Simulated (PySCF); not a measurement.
# C3H8O2Si: NMR shifts at several levels of theory

How much do the NMR shifts of C3H8O2Si (`C=CO[Si@H](C)O`) depend on the level of theory, and what does each level cost?

The runs use PySCF 2.14.0, with density-fitted response routines of our own; the level of theory stands in each step. All values are computed, except where a source is named. Atoms count from 0, in the outputs and in this text.

### 1 Starting geometry

14 atoms, charge 0, multiplicity 1; geometry from: PBE0-D3(BJ)/def2-SVP.

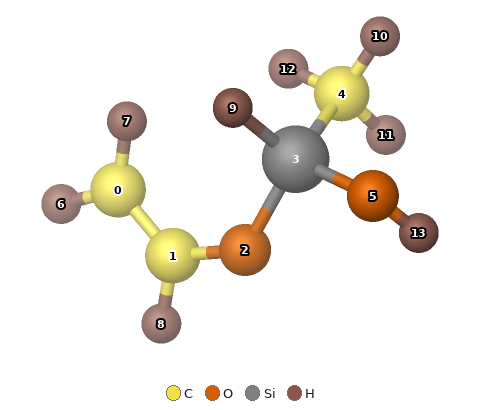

As it starts; carbon yellow, oxygen orange, silicon grey, hydrogen brown, atoms numbered.

### 2 NMR shieldings: PBE0/pcSseg-1

Job settings and geometry (Å):

```
{"job": {"kind": "nmr", "xc": "PBE0", "basis": "pcSseg-1", "pop": false}, "charge": 0, "multiplicity": 1}
C      2.257097     0.186414    -0.009864
C      1.583429    -0.782766     0.618155
O      0.313697    -1.162905     0.400505
Si    -0.863753    -0.449361    -0.573105
C     -1.275300     1.223717     0.131501
O     -2.151932    -1.484326    -0.573501
H      3.293665     0.383869     0.265354
H      1.819471     0.789418    -0.810010
H      2.059076    -1.380126     1.404904
H     -0.399574    -0.391873    -1.982692
H     -2.099527     1.692992    -0.427114
H     -1.577270     1.135813     1.187341
H     -0.403024     1.894131     0.091582
H     -2.568792    -1.673701     0.271714
```

Method: GIAO PBE0/pcSseg-1 NMR shielding, non-relativistic, gas phase.

On the command line:

```sh
$ OMP_NUM_THREADS=1 python probes_run.py task.json out
```

One launch serves the whole session: the jobs run in the order shown.

The program printed:

```text
coarse grid: 12016 points
cycle   1  E = -558.4631956867  dE =  6.302e-01  |g| = 9.161e-01  |ddm| = 3.264e+00
cycle   2  E = -558.3116726140  dE =  1.515e-01  |g| = 1.299e+00  |ddm| = 1.521e+00
cycle   3  E = -558.6145358320  dE = -3.029e-01  |g| = 1.291e-01  |ddm| = 1.005e+00
cycle   4  E = -558.6177131350  dE = -3.177e-03  |g| = 4.751e-02  |ddm| = 1.210e-01
cycle   5  E = -558.6181827457  dE = -4.696e-04  |g| = 2.067e-02  |ddm| = 4.721e-02
cycle   6  E = -558.6182785032  dE = -9.576e-05  |g| = 4.241e-03  |ddm| = 1.793e-02
cycle   7  E = -558.6182821146  dE = -3.611e-06  |g| = 1.044e-03  |ddm| = 3.789e-03
final grid: 110944 points
cycle   8  E = -558.6733504728  dE = -1.652e-05  |g| = 1.052e-02  |ddm| = 1.876e-02
cycle   9  E = -558.6733229177  dE =  2.756e-05  |g| = 1.596e-02  |ddm| = 1.666e-02
cycle  10  E = -558.6733716123  dE = -4.869e-05  |g| = 1.607e-03  |ddm| = 1.094e-02
cycle  11  E = -558.6733721993  dE = -5.870e-07  |g| = 2.925e-04  |ddm| = 1.444e-03
cycle  12  E = -558.6733722132  dE = -1.391e-08  |g| = 1.343e-04  |ddm| = 2.696e-04
cycle  13  E = -558.6733722171  dE = -3.863e-09  |g| = 2.059e-05  |ddm| = 1.037e-04
cycle  14  E = -558.6733722172  dE = -8.072e-11  |g| = 7.361e-06  |ddm| = 2.140e-05
converged SCF energy = -558.6733722172

GIAO shielding tensors (ppm)
atom      isotropic    diamagn.    paramagn.     s11        s22        s33       span
  0 C       89.485     259.701    -170.216     -7.133    117.917    157.670    164.804
  1 C       27.609     247.846    -220.237    -84.210     62.301    104.736    188.946
  2 O      184.824     400.784    -215.960    126.012    172.132    256.326    130.314
  3 Si     362.118     880.721    -518.603    329.398    360.245    396.712     67.314
  4 C      185.871     258.738     -72.867    179.919    183.839    193.855     13.936
  5 O      284.604     387.604    -103.001    253.224    291.495    309.091     55.866
  6 H       27.086      29.075      -1.989     25.390     26.044     29.824      4.434
  7 H       27.133      33.909      -6.777     24.366     25.802     31.230      6.864
  8 H       24.824      28.763      -3.939     21.359     26.154     26.959      5.600
  9 H       26.227      30.295      -4.068     23.030     24.350     31.300      8.270
 10 H       31.141      30.053       1.088     27.201     28.094     38.126     10.925
 11 H       31.274      32.317      -1.043     27.598     28.677     37.547      9.950
 12 H       30.634      33.536      -2.902     25.631     29.424     36.847     11.216
 13 H       29.653      31.428      -1.775     22.419     24.752     41.789     19.370
```

Run time: 19 s. Hardware: 1 thread of Arm Neoverse N1, shared host; peak memory 0.86 GiB.

The references, computed at this level on geometries of the same kind, shield at (ppm): 1H TMS 31.27, 13C TMS 184.4, 29Si TMS 352.0, 17O H2O 334.6. Their shielding less the atom's gives the shift. The references are single molecules in the gas phase, so shifts against H2O, NH3, PH3, H3PO4 or CFCl3 are not on the usual liquid scales and can be off by tens of ppm. Atoms listed in one row are averaged.

```
        atoms                                                  environment  σ (ppm)  δ (ppm)  δ scaled to CDCl3
           C1                                 alkene carbon bearing oxygen     27.6    156.8              151.7
           C0                β carbon of an enol-ether or enamine type C=C     89.5     94.9               91.7
           C4                                   methyl carbon bonded to Si    185.9     -1.5               -1.9
           H8                  hydrogen on an alkene carbon bearing oxygen    24.82     6.44               6.32
           H9                       hydrogen on a silicon bonded to C, 2 O    26.23     5.04                  –
           H6  hydrogen on a β carbon of an enol-ether or enamine type C=C    27.09     4.18               4.18
           H7  hydrogen on a β carbon of an enol-ether or enamine type C=C    27.13     4.13               4.13
          H13                           hydrogen on an oxygen bonded to Si    29.65     1.61                  –
H10, H11, H12                     hydrogen on a methyl carbon bonded to Si    31.02     0.25               0.45
           O2                                       oxygen bonded to C, Si    184.8    149.7                  –
           O5                                       oxygen bonded to Si, H    284.6     50.0                  –
          Si3                                  silicon bonded to C, 2 O, H    362.1    -10.1                  –
```

The scaled column applies a straight-line fit of computed shieldings to shifts measured in CDCl3 (root-mean-square error 0.21 ppm for H, 2.0 ppm for C).

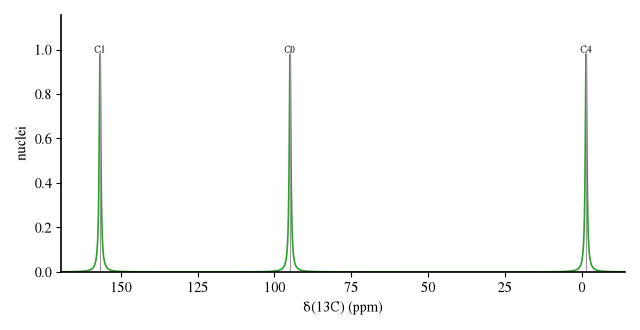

13C lines at the computed shifts, without couplings. Lines are broadened to a width of 0.63 ppm (Lorentzian).

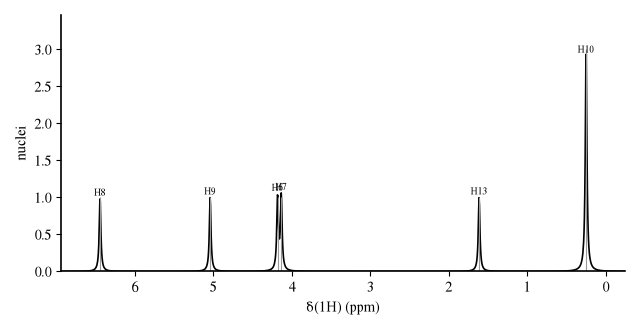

1H lines at the computed shifts, without couplings. Lines are broadened to a width of 0.02 ppm (Lorentzian).

### 3 Nuclear shieldings: mPW1PW91/pcSseg-1

The job, as its differences from that of step 2:

```diff
@@ -1,2 +1,2 @@
-{"job": {"kind": "nmr", "xc": "PBE0", "basis": "pcSseg-1", "pop": false}, "charge": 0, "multiplicity": 1}
+{"job": {"kind": "nmr", "xc": "mPW1PW91", "basis": "pcSseg-1", "pop": false}, "charge": 0, "multiplicity": 1}
 C      2.257097     0.186414    -0.009864
```

With the program's defaults for keys left out, this is: GIAO mPW1PW91/pcSseg-1 NMR shielding, non-relativistic, gas phase.

The program printed:

```text
coarse grid: 12016 points
cycle   1  E = -558.8276719902  dE =  6.329e-01  |g| = 9.359e-01  |ddm| = 3.266e+00
cycle   2  E = -558.6677239907  dE =  1.599e-01  |g| = 1.330e+00  |ddm| = 1.544e+00
cycle   3  E = -558.9847935940  dE = -3.171e-01  |g| = 1.324e-01  |ddm| = 1.025e+00
cycle   4  E = -558.9881463917  dE = -3.353e-03  |g| = 4.942e-02  |ddm| = 1.250e-01
cycle   5  E = -558.9886557395  dE = -5.093e-04  |g| = 2.142e-02  |ddm| = 4.888e-02
cycle   6  E = -558.9887585318  dE = -1.028e-04  |g| = 4.211e-03  |ddm| = 1.837e-02
cycle   7  E = -558.9887620691  dE = -3.537e-06  |g| = 1.087e-03  |ddm| = 3.786e-03
final grid: 110944 points
cycle   8  E = -559.0448060122  dE = -2.150e-05  |g| = 6.935e-03  |ddm| = 1.789e-02
cycle   9  E = -559.0447941212  dE =  1.189e-05  |g| = 1.044e-02  |ddm| = 1.110e-02
cycle  10  E = -559.0448154217  dE = -2.130e-05  |g| = 1.113e-03  |ddm| = 7.259e-03
cycle  11  E = -559.0448156985  dE = -2.768e-07  |g| = 2.124e-04  |ddm| = 9.954e-04
cycle  12  E = -559.0448157050  dE = -6.479e-09  |g| = 1.223e-04  |ddm| = 2.136e-04
cycle  13  E = -559.0448157080  dE = -3.084e-09  |g| = 1.557e-05  |ddm| = 8.845e-05
cycle  14  E = -559.0448157081  dE = -5.002e-11  |g| = 5.611e-06  |ddm| = 1.788e-05
converged SCF energy = -559.0448157081

GIAO shielding tensors (ppm)
atom      isotropic    diamagn.    paramagn.     s11        s22        s33       span
  0 C       88.536     259.643    -171.107     -8.322    117.039    156.890    165.212
  1 C       26.754     247.830    -221.075    -85.420     61.562    104.122    189.542
  2 O      185.364     400.933    -215.569    126.559    173.153    256.380    129.821
  3 Si     361.606     880.811    -519.205    329.047    359.735    396.036     66.989
  4 C      184.970     258.733     -73.763    179.128    183.063    192.720     13.592
  5 O      284.564     387.742    -103.177    253.612    291.176    308.905     55.293
  6 H       27.144      29.120      -1.977     25.459     26.103     29.869      4.411
  7 H       27.195      33.953      -6.758     24.432     25.867     31.286      6.854
  8 H       24.890      28.824      -3.934     21.440     26.217     27.012      5.573
  9 H       26.324      30.379      -4.055     23.127     24.455     31.389      8.261
 10 H       31.189      30.084       1.104     27.274     28.167     38.125     10.851
 11 H       31.319      32.374      -1.056     27.667     28.746     37.542      9.875
 12 H       30.685      33.600      -2.915     25.722     29.491     36.841     11.120
 13 H       29.709      31.444      -1.736     22.475     24.818     41.834     19.360
```

Wall time 19 s (1 thread of Arm Neoverse N1, shared host); peak memory 0.87 GiB.

Key values: δ C1 156.8, C0 95.0, C4 -1.4, O2 147.9, H8 6.43, H9 4.99 ppm.

### 4 Shielding tensors: WP04/pcSseg-1

The job, as its differences from that of step 3:

```diff
@@ -1,2 +1,2 @@
-{"job": {"kind": "nmr", "xc": "mPW1PW91", "basis": "pcSseg-1", "pop": false}, "charge": 0, "multiplicity": 1}
+{"job": {"kind": "nmr", "xc": "WP04", "basis": "pcSseg-1", "pop": false}, "charge": 0, "multiplicity": 1}
 C      2.257097     0.186414    -0.009864
```

Method: GIAO WP04/pcSseg-1 NMR shielding, non-relativistic, gas phase.

The program printed:

```text
coarse grid: 12016 points
cycle   1  E = -567.8981130597  dE =  6.642e-01  |g| = 1.400e+00  |ddm| = 3.365e+00
cycle   2  E = -567.2788984209  dE =  6.192e-01  |g| = 2.243e+00  |ddm| = 2.553e+00
cycle   3  E = -568.2255555253  dE = -9.467e-01  |g| = 3.107e-01  |ddm| = 1.958e+00
cycle   4  E = -568.2428061649  dE = -1.725e-02  |g| = 1.475e-01  |ddm| = 3.192e-01
cycle   5  E = -568.2471986721  dE = -4.393e-03  |g| = 6.417e-02  |ddm| = 1.346e-01
cycle   6  E = -568.2481605208  dE = -9.618e-04  |g| = 9.545e-03  |ddm| = 5.251e-02
cycle   7  E = -568.2481798910  dE = -1.937e-05  |g| = 2.583e-03  |ddm| = 8.979e-03
cycle   8  E = -568.2481812741  dE = -1.383e-06  |g| = 9.282e-04  |ddm| = 2.317e-03
final grid: 110944 points
cycle   9  E = -568.3257331798  dE = -3.874e-05  |g| = 9.307e-03  |ddm| = 2.389e-02
cycle  10  E = -568.3257072568  dE =  2.592e-05  |g| = 1.482e-02  |ddm| = 1.467e-02
cycle  11  E = -568.3257500934  dE = -4.284e-05  |g| = 2.356e-03  |ddm| = 9.944e-03
cycle  12  E = -568.3257512987  dE = -1.205e-06  |g| = 4.632e-04  |ddm| = 2.108e-03
cycle  13  E = -568.3257513384  dE = -3.966e-08  |g| = 2.129e-04  |ddm| = 4.478e-04
cycle  14  E = -568.3257513492  dE = -1.077e-08  |g| = 4.152e-05  |ddm| = 1.687e-04
cycle  15  E = -568.3257513496  dE = -3.704e-10  |g| = 9.801e-06  |ddm| = 4.143e-05
converged SCF energy = -568.3257513496

GIAO shielding tensors (ppm)
atom      isotropic    diamagn.    paramagn.     s11        s22        s33       span
  0 C       77.125     260.034    -182.909    -19.948    104.223    147.100    167.048
  1 C       16.559     248.870    -232.311    -94.166     50.769     93.072    187.238
  2 O      184.799     403.278    -218.479    125.566    177.395    251.436    125.871
  3 Si     364.018     883.114    -519.096    333.281    361.628    397.145     63.864
  4 C      173.750     258.790     -85.039    168.782    172.300    180.168     11.386
  5 O      280.789     389.648    -108.859    252.334    285.342    304.690     52.356
  6 H       27.550      29.094      -1.544     26.022     26.618     30.009      3.986
  7 H       27.653      35.072      -7.419     25.003     26.332     31.623      6.620
  8 H       25.424      29.189      -3.765     22.176     26.602     27.494      5.317
  9 H       27.274      31.454      -4.181     24.101     25.444     32.276      8.175
 10 H       31.401      30.114       1.287     27.766     28.638     37.801     10.035
 11 H       31.485      32.902      -1.417     28.114     29.149     37.192      9.078
 12 H       30.980      34.541      -3.561     26.417     29.932     36.591     10.175
 13 H       29.956      31.687      -1.731     22.838     25.186     41.846     19.009
```

Run time: 19 s. Hardware: 1 thread of Arm Neoverse N1, shared host; peak memory 0.84 GiB.

This run: δ C1 155.9, C0 95.3, C4 -1.3, O2 132.7, H8 6.14, H9 4.29 ppm.

### 5 Nuclear shieldings: B97-2/pcSseg-1

The job, as its differences from that of step 4:

```diff
@@ -1,2 +1,2 @@
-{"job": {"kind": "nmr", "xc": "WP04", "basis": "pcSseg-1", "pop": false}, "charge": 0, "multiplicity": 1}
+{"job": {"kind": "nmr", "xc": "B97-2", "basis": "pcSseg-1", "pop": false}, "charge": 0, "multiplicity": 1}
 C      2.257097     0.186414    -0.009864
```

With the program's defaults for keys left out, this is: GIAO B97-2/pcSseg-1 NMR shielding, non-relativistic, gas phase.

The program printed:

```text
coarse grid: 12016 points
cycle   1  E = -558.7973130665  dE =  6.168e-01  |g| = 9.514e-01  |ddm| = 3.278e+00
cycle   2  E = -558.6089497326  dE =  1.884e-01  |g| = 1.387e+00  |ddm| = 1.640e+00
cycle   3  E = -558.9609844127  dE = -3.520e-01  |g| = 1.422e-01  |ddm| = 1.112e+00
cycle   4  E = -558.9649582561  dE = -3.974e-03  |g| = 5.476e-02  |ddm| = 1.407e-01
cycle   5  E = -558.9655789373  dE = -6.207e-04  |g| = 2.437e-02  |ddm| = 5.495e-02
cycle   6  E = -558.9657147454  dE = -1.358e-04  |g| = 4.353e-03  |ddm| = 2.103e-02
cycle   7  E = -558.9657185744  dE = -3.829e-06  |g| = 1.224e-03  |ddm| = 4.132e-03
final grid: 110944 points
cycle   8  E = -559.0183667699  dE = -3.805e-05  |g| = 5.998e-03  |ddm| = 2.024e-02
cycle   9  E = -559.0183582002  dE =  8.570e-06  |g| = 8.825e-03  |ddm| = 9.244e-03
cycle  10  E = -559.0183720045  dE = -1.380e-05  |g| = 1.053e-03  |ddm| = 6.434e-03
cycle  11  E = -559.0183721775  dE = -1.730e-07  |g| = 5.298e-04  |ddm| = 1.114e-03
cycle  12  E = -559.0183722402  dE = -6.272e-08  |g| = 5.879e-05  |ddm| = 4.063e-04
cycle  13  E = -559.0183722407  dE = -4.768e-10  |g| = 2.865e-05  |ddm| = 6.268e-05
converged SCF energy = -559.0183722407

GIAO shielding tensors (ppm)
atom      isotropic    diamagn.    paramagn.     s11        s22        s33       span
  0 C       91.190     259.542    -168.352     -2.619    119.085    157.104    159.723
  1 C       30.228     247.905    -217.678    -78.170     64.332    104.521    182.691
  2 O      187.484     401.036    -213.552    129.295    176.014    257.143    127.848
  3 Si     370.624     880.953    -510.328    338.611    368.543    404.720     66.109
  4 C      185.170     258.433     -73.263    179.578    183.410    192.523     12.945
  5 O      285.496     387.802    -102.306    255.856    291.739    308.894     53.037
  6 H       27.254      29.177      -1.922     25.576     26.201     29.986      4.410
  7 H       27.290      34.151      -6.861     24.569     25.978     31.325      6.756
  8 H       24.974      28.915      -3.941     21.535     26.352     27.036      5.500
  9 H       26.456      30.543      -4.087     23.264     24.595     31.510      8.245
 10 H       31.250      30.120       1.130     27.373     28.259     38.119     10.746
 11 H       31.375      32.456      -1.081     27.763     28.832     37.529      9.766
 12 H       30.744      33.711      -2.968     25.815     29.575     36.842     11.027
 13 H       29.823      31.554      -1.731     22.612     24.945     41.912     19.301
```

It took 18 s on 1 thread of Arm Neoverse N1, shared host; peak memory 0.86 GiB.

In short: δ C1 153.5, C0 92.5, C4 -1.5, O2 144.1, H8 6.40, H9 4.92 ppm.

### 6 NMR shieldings: BHandHLYP/pcSseg-1

The job, as its differences from that of step 5:

```diff
@@ -1,2 +1,2 @@
-{"job": {"kind": "nmr", "xc": "B97-2", "basis": "pcSseg-1", "pop": false}, "charge": 0, "multiplicity": 1}
+{"job": {"kind": "nmr", "xc": "BHandHLYP", "basis": "pcSseg-1", "pop": false}, "charge": 0, "multiplicity": 1}
 C      2.257097     0.186414    -0.009864
```

Level: GIAO BHandHLYP/pcSseg-1 NMR shielding, non-relativistic, gas phase.

The program printed:

```text
coarse grid: 12016 points
cycle   1  E = -558.7798088494  dE =  6.873e-01  |g| = 8.361e-01  |ddm| = 3.213e+00
cycle   2  E = -558.7665909012  dE =  1.322e-02  |g| = 9.123e-01  |ddm| = 1.070e+00
cycle   3  E = -558.9083096447  dE = -1.417e-01  |g| = 7.497e-02  |ddm| = 6.119e-01
cycle   4  E = -558.9091952008  dE = -8.856e-04  |g| = 3.615e-02  |ddm| = 6.938e-02
cycle   5  E = -558.9095041658  dE = -3.090e-04  |g| = 1.024e-02  |ddm| = 3.333e-02
cycle   6  E = -558.9095256269  dE = -2.146e-05  |g| = 2.754e-03  |ddm| = 8.507e-03
cycle   7  E = -558.9095272488  dE = -1.622e-06  |g| = 5.639e-04  |ddm| = 2.299e-03
final grid: 110944 points
cycle   8  E = -558.9510231138  dE = -1.232e-05  |g| = 2.474e-03  |ddm| = 1.008e-02
cycle   9  E = -558.9510236589  dE = -5.451e-07  |g| = 2.022e-03  |ddm| = 3.452e-03
cycle  10  E = -558.9510246393  dE = -9.804e-07  |g| = 2.888e-04  |ddm| = 1.485e-03
cycle  11  E = -558.9510246525  dE = -1.312e-08  |g| = 1.401e-04  |ddm| = 2.959e-04
cycle  12  E = -558.9510246565  dE = -4.065e-09  |g| = 3.217e-05  |ddm| = 1.318e-04
cycle  13  E = -558.9510246567  dE = -2.019e-10  |g| = 8.537e-06  |ddm| = 2.683e-05
converged SCF energy = -558.9510246567

GIAO shielding tensors (ppm)
atom      isotropic    diamagn.    paramagn.     s11        s22        s33       span
  0 C       87.829     259.207    -171.377    -14.292    119.714    158.065    172.357
  1 C       24.913     247.242    -222.328    -95.137     62.806    107.072    202.209
  2 O      200.347     401.846    -201.499    142.576    190.618    267.848    125.272
  3 Si     374.273     879.335    -505.061    341.817    371.525    409.478     67.662
  4 C      185.552     257.829     -72.277    179.930    183.905    192.821     12.890
  5 O      290.333     388.505     -98.172    261.363    296.469    313.167     51.804
  6 H       27.281      29.058      -1.777     25.515     26.112     30.215      4.699
  7 H       27.326      34.117      -6.791     24.531     25.890     31.558      7.027
  8 H       25.037      28.830      -3.794     21.536     26.309     27.265      5.729
  9 H       26.733      30.552      -3.819     23.493     24.849     31.858      8.365
 10 H       31.316      30.100       1.217     27.325     28.233     38.392     11.067
 11 H       31.446      32.423      -0.977     27.717     28.833     37.788     10.071
 12 H       30.843      33.720      -2.878     25.842     29.596     37.090     11.249
 13 H       29.714      31.433      -1.719     22.267     24.623     42.252     19.986
```

Run time: 18 s. Hardware: 1 thread of Arm Neoverse N1, shared host; peak memory 0.86 GiB.

Key values: δ C1 159.1, C0 96.1, C4 -1.6, O2 134.4, H8 6.41, H9 4.71 ppm.

### 7 Shielding tensors: CAM-B3LYP/pcSseg-1

The job, as its differences from that of step 6:

```diff
@@ -1,2 +1,2 @@
-{"job": {"kind": "nmr", "xc": "BHandHLYP", "basis": "pcSseg-1", "pop": false}, "charge": 0, "multiplicity": 1}
+{"job": {"kind": "nmr", "xc": "CAM-B3LYP", "basis": "pcSseg-1", "pop": false}, "charge": 0, "multiplicity": 1}
 C      2.257097     0.186414    -0.009864
```

Level: GIAO CAM-B3LYP/pcSseg-1 NMR shielding, non-relativistic, gas phase.

The program printed:

```text
coarse grid: 12016 points
cycle   1  E = -558.7803459670  dE =  6.927e-01  |g| = 9.275e-01  |ddm| = 3.219e+00
cycle   2  E = -558.7153099150  dE =  6.504e-02  |g| = 1.143e+00  |ddm| = 1.263e+00
cycle   3  E = -558.9332932402  dE = -2.180e-01  |g| = 9.049e-02  |ddm| = 7.458e-01
cycle   4  E = -558.9346844631  dE = -1.391e-03  |g| = 4.047e-02  |ddm| = 8.179e-02
cycle   5  E = -558.9350522016  dE = -3.677e-04  |g| = 1.269e-02  |ddm| = 3.552e-02
cycle   6  E = -558.9350832935  dE = -3.109e-05  |g| = 3.682e-03  |ddm| = 1.039e-02
cycle   7  E = -558.9350859730  dE = -2.679e-06  |g| = 7.891e-04  |ddm| = 2.942e-03
final grid: 110944 points
cycle   8  E = -558.9995901497  dE = -2.053e-05  |g| = 3.170e-03  |ddm| = 1.126e-02
cycle   9  E = -558.9995905057  dE = -3.560e-07  |g| = 3.009e-03  |ddm| = 4.220e-03
cycle  10  E = -558.9995924958  dE = -1.990e-06  |g| = 5.065e-04  |ddm| = 2.043e-03
cycle  11  E = -558.9995925387  dE = -4.293e-08  |g| = 1.471e-04  |ddm| = 4.288e-04
cycle  12  E = -558.9995925432  dE = -4.503e-09  |g| = 4.796e-05  |ddm| = 1.500e-04
cycle  13  E = -558.9995925436  dE = -4.104e-10  |g| = 1.368e-05  |ddm| = 3.764e-05
converged SCF energy = -558.9995925436

GIAO shielding tensors (ppm)
atom      isotropic    diamagn.    paramagn.     s11        s22        s33       span
  0 C       85.651     259.052    -173.401    -15.322    115.989    156.286    171.608
  1 C       21.848     247.363    -225.515    -96.083     58.787    102.839    198.922
  2 O      190.813     401.708    -210.895    134.412    178.362    259.663    125.251
  3 Si     355.719     880.444    -524.725    321.842    354.511    390.805     68.963
  4 C      183.909     257.554     -73.645    177.669    181.863    192.195     14.526
  5 O      287.122     387.900    -100.777    256.174    294.791    310.402     54.228
  6 H       27.182      29.023      -1.841     25.483     26.146     29.917      4.435
  7 H       27.198      34.142      -6.944     24.422     25.853     31.319      6.896
  8 H       24.895      28.819      -3.924     21.432     26.124     27.128      5.696
  9 H       26.424      30.522      -4.098     23.235     24.554     31.484      8.249
 10 H       31.213      30.032       1.181     27.327     28.204     38.108     10.781
 11 H       31.351      32.327      -0.976     27.727     28.803     37.523      9.796
 12 H       30.723      33.649      -2.926     25.801     29.553     36.814     11.013
 13 H       29.641      31.426      -1.785     22.422     24.745     41.757     19.335
```

Run time: 26 s. Hardware: 1 thread of Arm Neoverse N1, shared host; peak memory 0.89 GiB.

This run: δ C1 160.6, C0 96.8, C4 -1.5, O2 147.7, H8 6.43, H9 4.90 ppm.

[end of part 1 of 2]
